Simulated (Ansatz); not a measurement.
# GePNH (quartet): one geometry, many settings

What do other methods and options give for GePNH (quartet) at this geometry, and how long do they take?

The runs use Ansatz 0.2.0, Gaussian basis; the settings change from run to run.

31 further runs of the same task are left out: 7 for a known fault of the program, 8 that didn't finish, 16 set aside as unsound or not needed.

## 1. The system

The geometry is a PBE0/def2-TZVP stationary point (not a proven minimum). No spin-orbit coupling is included. The filled d shell of Ge may be among the frozen orbitals whatever the setting's name suggests; the logs give the count.

4 atoms, charge 0, spin multiplicity 4.

Atoms are counted from 1 here; the program's logs count them from 0.

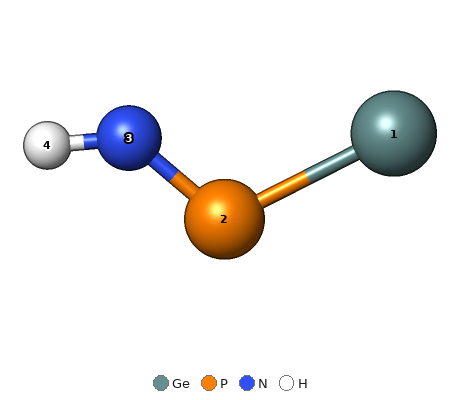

The structure; germanium teal, phosphorus orange, nitrogen blue, hydrogen white; atoms are numbered from 1 in the order of the file.

As a file:

```xyz
4
charge 0, multiplicity 4
Ge    0.0000   -0.0882    1.0033
P     0.0000    0.5381   -1.2515
N     0.0000   -0.6763   -2.2051
H     0.0000   -0.7857   -3.2075
```

## 2. HF/STO-3G

in.yaml reads:

```yaml
crystal:
  periodic: [false, false, false]
  atoms:
    - {symbol: Ge, position_ang: [0.000000, -0.088165, 1.003333]}
    - {symbol: P, position_ang: [0.000000, 0.538146, -1.251469]}
    - {symbol: N, position_ang: [0.000000, -0.676259, -2.205119]}
    - {symbol: H, position_ang: [0.000000, -0.785688, -3.207505]}
basis:
  gaussian: {orbitals: STO-3G}
magnetization: {spin_polarized: true, initial_magnetization: 3}
hamiltonian: {xc: hf}
output: {orbitals: {seedname: orbitals}}
```

Started as:

```bash
> ansatz run in.yaml --threads 1 --pin off --events-out ev --progress --plain --max-ram 2393MiB
```

The program printed:

```text
Functional definition: HF
  name "HF"
  cite "Fock, Z. Phys. 61, 126 (1930) doi:10.1007/BF01340294"
  parent pbe
  exchange = exact_x
  correlation = 0
348 factors; integrals over basis functions are off by at most 2.8e-5 eV
mean field evaluation 1: about -66471.0100 eV, gradient 1.2e1 eV
mean field evaluation 2: about -66471.0460 eV, gradient 1.2e1 eV
mean field evaluation 4: about -66472.2620 eV, gradient 1.8e0 eV
mean field evaluation 8: about -66472.4575 eV, gradient 4.5e-1 eV
mean field evaluation 16: about -66472.8005 eV, gradient 2.2e-4 eV
mean field evaluation 32: about -66472.4006 eV, gradient 1.0e0 eV
mean field evaluation 64: about -66472.1713 eV, gradient 1.7e0 eV
mean field evaluation 96: about -66471.5450 eV, gradient 6.4e-1 eV
mean field evaluation 128: about -66472.3980 eV, gradient 2.6e-4 eV
mean field evaluation 160: about -66470.8273 eV, gradient 8.3e0 eV
mean field -66472.80054944 eV, -2442.8303633094 hartree, gradient 1.8e-5 eV, S^2 4.179930; 7 other end points of the search recorded, 0 dependent functions left out
reference -66472.80054944 eV, -2442.8303633094 hartree; 29, 26 occupied and 4, 7 virtual orbitals, 348 factors
Total energy: -66472.80054944 eV, -2442.8303633094 hartree
```

It took 1.7 s on 1 thread of Arm Neoverse V2, shared host.

From the report: ⟨S²⟩ of the determinant 4.180 (pure quartet: 3.75).

## 3. CCSDT(Q) on ROHF/STO-3G

Edit in.yaml of step 2 so:

```diff
@@ -9,4 +9,4 @@
   gaussian: {orbitals: STO-3G}
-magnetization: {spin_polarized: true, initial_magnetization: 3}
-hamiltonian: {xc: hf}
-output: {orbitals: {seedname: orbitals}}
+magnetization: {spin_polarized: false, initial_magnetization: 3}
+correlation: {method: ccsdt_q, electrons: outside_noble_gas}
+accuracy: high
```

The command is unchanged.

The program printed, shortened:

```text
Functional definition: HF
  name "HF"
  cite "Fock, Z. Phys. 61, 126 (1930) doi:10.1007/BF01340294"
  parent pbe
[...]
500 factors; integrals over basis functions are off by at most 6.6e-9 eV
[...]
mean field -66472.28148044 eV, -2442.8112878754 hartree, gradient 2.8e-8 eV, S^2 3.750000; 21 other end points of the search recorded, 0 dependent functions left out
[...]
determinant -66472.28148044 eV, -2442.8112878754 hartree, with singles and doubles -66476.24310309 eV, -2442.9568748225 hartree
determinant -66472.16110719 eV, -2442.8068642401 hartree, with singles and doubles -66476.39046679 eV, -2442.9622903387 hartree
determinant -66472.08198141 eV, -2442.8039564212 hartree, with singles and doubles -66476.35030909 eV, -2442.9608145706 hartree
determinant -66471.60401824 eV, -2442.7863915987 hartree, with singles and doubles -66474.77392422 eV, -2442.9028834950 hartree
[...]
determinant -66472.28148044 eV, -2442.8112878754 hartree, with singles and doubles -66476.29990046 eV, -2442.9589620876 hartree
determinant -66472.16110719 eV, -2442.8068642401 hartree, with singles and doubles -66476.39888507 eV, -2442.9625997048 hartree
determinant -66472.08198141 eV, -2442.8039564212 hartree, with singles and doubles -66476.35375522 eV, -2442.9609412135 hartree
[...]
20 core orbitals not correlated, not the lowest: weight in the atoms' cores, before any rotation towards them, 0.834 or more for the frozen orbitals, at most 0.245 for the correlated occupied ones
reference -66472.08198141 eV, -2442.8039564212 hartree; 9, 6 occupied and 4, 7 virtual orbitals, 500 factors
second order -3.76263256 eV of doubles, -0.06241329 eV of singles
cycle   1  -3.85026166 eV  change   -7.6e-2 eV  update   1.4e-1
[...]
cycle  35  -4.56365892 eV  change   2.6e-10 eV  update   1.1e-9
perturbative correction -0.02485668 eV, -0.0009134662 hartree
WARN: these amplitudes may be one of several solutions (largest doubles amplitude 0.18, level shift 0.27 eV)
Total energy: -66476.67049701 eV, -2442.9725812594 hartree
```

Wall time 12 s (1 thread of Arm Neoverse V2, shared host).

From the report: correlation -4.5885 eV; T1 0.040; largest double amplitude 0.18. The report flags that the cluster equations may have other roots.

## 4. MP2 on ROHF/6-31G

Edit in.yaml of step 3 so:

```diff
@@ -8,5 +8,5 @@
 basis:
-  gaussian: {orbitals: STO-3G}
+  gaussian: {orbitals: 6-31G}
 magnetization: {spin_polarized: false, initial_magnetization: 3}
-correlation: {method: ccsdt_q, electrons: outside_noble_gas}
-accuracy: high
+correlation: {method: mp2, electrons: outside_noble_gas}
+scf: {lower_state_search: full}
```

The command is unchanged.

The program printed, shortened:

```text
Functional definition: HF
  name "HF"
  cite "Fock, Z. Phys. 61, 126 (1930) doi:10.1007/BF01340294"
  parent pbe
[...]
554 factors; integrals over basis functions are off by at most 4.1e-4 eV
[...]
mean field -67228.64750593 eV, -2470.6072266289 hartree, gradient 5.3e-6 eV, S^2 3.750000; 18 other end points of the search recorded, 0 dependent functions left out
[...]
20 core orbitals not correlated: weight in the atoms' cores, before any rotation towards them, 0.999 or more for the frozen orbitals, at most 0.000 for the correlated occupied ones
reference -67228.64750593 eV, -2470.6072266289 hartree; 9, 6 occupied and 24, 27 virtual orbitals, 554 factors
second order -5.51806214 eV of doubles, -0.14912327 eV of singles
Total energy: -67234.31469134 eV, -2470.8154918515 hartree
```

Run time: 11 s. Hardware: 1 thread of Arm Neoverse V2, shared host.

## 5. CCSD/cc-pVDZ

Edit in.yaml of step 4 so:

```diff
@@ -8,5 +8,5 @@
 basis:
-  gaussian: {orbitals: 6-31G}
-magnetization: {spin_polarized: false, initial_magnetization: 3}
-correlation: {method: mp2, electrons: outside_noble_gas}
-scf: {lower_state_search: full}
+  gaussian: {orbitals: cc-pVDZ}
+magnetization: {spin_polarized: true, initial_magnetization: 3}
+hamiltonian: {xc: {name: r2SCAN}}
+correlation: {method: ccsd, electrons: valence}
```

Launched as before.

The program printed, shortened:

```text
Functional definition: r2SCAN
  name "r2SCAN"
  cite "Furness, Kaplan, Ning, Perdew & Sun, J. Phys. Chem. Lett. 11, 8208 (2020) doi:10.1021/acs.jpclett.0c02405"
  cite "Furness, Kaplan, Ning, Perdew & Sun, J. Phys. Chem. Lett. 11, 9248 (2020) doi:10.1021/acs.jpclett.0c03077"
  parent r2scan
[...]
701 factors; integrals over basis functions are off by at most 1.3e-3 eV
[...]
mean field -67308.03959277 eV, -2473.5248320064 hartree, gradient 6.7e-6 eV, S^2 3.765114; 4 other end points of the search recorded, 0 dependent functions left out
15 core orbitals not correlated: weight in the atoms' cores, before any rotation towards them, 1.000 or more for the frozen orbitals, at most 0.000 for the correlated occupied ones
reference -67239.24680341 eV, -2470.9967436270 hartree; 14, 11 occupied and 35, 38 virtual orbitals, 701 factors
second order -10.21890668 eV of doubles, -0.53384974 eV of singles
cycle   1  -10.24171986 eV  change    5.0e-1 eV  update   1.3e-1
[...]
cycle  12  -10.78224732 eV  change    1.9e-5 eV  update   1.9e-5
Total energy: -67250.02905074 eV, -2471.3929839077 hartree
```

Wall time 21 s (1 thread of Arm Neoverse V2, shared host).

From the report: ⟨S²⟩ of the determinant 3.765 (pure quartet: 3.75); correlation -10.7822 eV; T1 0.016; largest double amplitude 0.08. The orbitals are Kohn-Sham ones, so correlation energy and T1 don't compare with those on Hartree-Fock orbitals.

## 6. CCSD on ROHF/cc-pVDZ

Edit in.yaml of step 5 so:

```diff
@@ -8,5 +8,4 @@
 basis:
-  gaussian: {orbitals: cc-pVDZ}
-magnetization: {spin_polarized: true, initial_magnetization: 3}
-hamiltonian: {xc: {name: r2SCAN}}
-correlation: {method: ccsd, electrons: valence}
+  gaussian: {orbitals: cc-pVDZ, fitting: {mean_field: def2-universal-jkfit}}
+magnetization: {spin_polarized: false, initial_magnetization: 3}
+correlation: {method: ccsd, electrons: outside_noble_gas}
```

Same command.

The program printed, shortened:

```text
Functional definition: HF
  name "HF"
  cite "Fock, Z. Phys. 61, 126 (1930) doi:10.1007/BF01340294"
  parent pbe
[...]
489 factors; integrals over basis functions are off by at most 2.0e-1 eV
[...]
mean field -67239.63869658 eV, -2471.0111454353 hartree, gradient 1.3e-6 eV, S^2 3.750000; 11 other end points of the search recorded, 0 dependent functions left out
[...]
determinant -67239.63869658 eV, -2471.0111454353 hartree, with singles and doubles -67249.66093025 eV, -2471.3794557294 hartree
determinant -67238.38184681 eV, -2470.9649570580 hartree, with singles and doubles -67248.12823284 eV, -2471.3231301382 hartree
determinant -67237.50941945 eV, -2470.9328959439 hartree, with singles and doubles -67246.38498662 eV, -2471.2590670216 hartree
determinant -67236.85471948 eV, -2470.9088361639 hartree, with singles and doubles -67247.17288709 eV, -2471.2880218296 hartree
determinant -67236.78875379 eV, -2470.9064119697 hartree, with singles and doubles -67245.56158974 eV, -2471.2288077443 hartree
determinant -67236.64399511 eV, -2470.9010921860 hartree, with singles and doubles -67246.33493626 eV, -2471.2572277046 hartree
20 core orbitals not correlated: weight in the atoms' cores, before any rotation towards them, 1.000 or more for the frozen orbitals, at most 0.000 for the correlated occupied ones
reference -67239.63869658 eV, -2471.0111454353 hartree; 9, 6 occupied and 35, 38 virtual orbitals, 489 factors
second order -9.30586291 eV of doubles, -0.11638765 eV of singles
cycle   1  -10.02202894 eV  change    2.0e-4 eV  update   4.0e-3
[...]
cycle   9  -10.02489370 eV  change    2.2e-6 eV  update   1.0e-5
WARN: the results are in doubt because among natural orbitals full CI differs from the method by -0.112 eV
Total energy: -67249.66359028 eV, -2471.3795534837 hartree
In doubt: among natural orbitals full CI differs from the method by -0.112 eV
```

Wall time 22 s (1 thread of Arm Neoverse V2, shared host).

From the report: correlation -10.0249 eV; T1 0.033; largest double amplitude 0.09. The program marks this result as in doubt; its last lines say why.

## 7. BCCD(T) on ROHF/cc-pVDZ

Edit in.yaml of step 6 so:

```diff
@@ -8,4 +8,6 @@
 basis:
-  gaussian: {orbitals: cc-pVDZ, fitting: {mean_field: def2-universal-jkfit}}
+  gaussian: {orbitals: cc-pVDZ}
 magnetization: {spin_polarized: false, initial_magnetization: 3}
-correlation: {method: ccsd, electrons: outside_noble_gas}
+correlation: {method: bccd_t, electrons: outside_noble_gas}
+accuracy: high
+output: {forces: true}
```

Same command.

The program printed, shortened:

```text
Functional definition: HF
  name "HF"
  cite "Fock, Z. Phys. 61, 126 (1930) doi:10.1007/BF01340294"
  parent pbe
[...]
1320 factors; integrals over basis functions are off by at most 4.4e-9 eV
[...]
mean field -67239.64201769 eV, -2471.0112674838 hartree, gradient 2.3e-8 eV, S^2 3.750000; 11 other end points of the search recorded, 0 dependent functions left out
[...]
determinant -67239.64201769 eV, -2471.0112674838 hartree, with singles and doubles -67249.66340595 eV, -2471.3795467096 hartree
determinant -67238.38510879 eV, -2470.9650769336 hartree, with singles and doubles -67248.13067904 eV, -2471.3232200345 hartree
determinant -67237.51263714 eV, -2470.9330141921 hartree, with singles and doubles -67246.38767827 eV, -2471.2591659377 hartree
determinant -67236.85803278 eV, -2470.9089579256 hartree, with singles and doubles -67247.17546527 eV, -2471.2881165761 hartree
[...]
20 core orbitals not correlated: weight in the atoms' cores, before any rotation towards them, 1.000 or more for the frozen orbitals, at most 0.000 for the correlated occupied ones
reference -67239.64201769 eV, -2471.0112674838 hartree; 9, 6 occupied and 35, 38 virtual orbitals, 1320 factors
second order -9.30588405 eV of doubles, -0.11638462 eV of singles
cycle   1  -9.98780900 eV  change    3.4e-2 eV  update   2.6e-2
[...]
cycle  30  -10.00415628 eV  change  -9.1e-12 eV  update   1.2e-9
perturbative correction -0.49794155 eV, -0.0182990143 hartree
[...]
Total energy: -67250.14411552 eV, -2471.3972124605 hartree
Atom 0 at     0.000000    -0.088165     1.003333 Å, force    -0.000000    -0.211720     0.619437 eV/Å
Atom 1 at     0.000000     0.538146    -1.251469 Å, force     0.000000     1.669959     0.391111 eV/Å
Atom 2 at     0.000000    -0.676259    -2.205119 Å, force    -0.000000    -1.469956    -0.441556 eV/Å
Atom 3 at     0.000000    -0.785688    -3.207505 Å, force     0.000000     0.011717    -0.568992 eV/Å
Dipole moment:     0.000000     0.109749    -0.466325 e Å
```

It took 65 s on 1 thread of Arm Neoverse V2, shared host; peak memory 0.51 GiB.

From the report: correlation -10.5021 eV; largest double amplitude 0.08.

## 8. All runs side by side

Where basis and cores are those of an earlier UCCSDT(Q)/cc-pVDZ run (-67250.2501 eV), and the state is the same kind, the miss against it is given. † marks a result that the program doubts.

| level | correlated | functions | energy (eV) | from UCCSDT(Q) (meV) | time |
| --- | --- | --- | --- | --- | --- |
| HF/STO-3G |  | 33 | -66472.8005 |  | 1.7 s |
| CCSDT(Q) on ROHF/STO-3G † | outside noble gas | 33 | -66476.6705 |  | 12 s |
| MP2 on ROHF/6-31G | outside noble gas | 53 | -67234.3147 |  | 11 s |
| CCSD/cc-pVDZ (on r2SCAN orbitals) | valence | 64 | -67250.0291 |  | 21 s |
| CCSD on ROHF/cc-pVDZ † | outside noble gas | 64 | -67249.6636 | 586.6 | 22 s |
| BCCD(T) on ROHF/cc-pVDZ | outside noble gas | 64 | -67250.1441 | 106.0 | 65 s |

## 9. Summary of results

| quantity | value |
| --- | --- |
| runs | 6 |
| quickest | HF/STO-3G, 1.7 s |
| slowest | BCCD(T) on ROHF/cc-pVDZ, 65 s |

In words: Total energies in different bases, with other cores or another treatment of relativity can't be set against each other. BCCD(T) on ROHF/cc-pVDZ took 38 times as long as HF/STO-3G; the jobs differ in more than the method. Among the correlated runs with a miss given, it spans +106 to +587 meV.
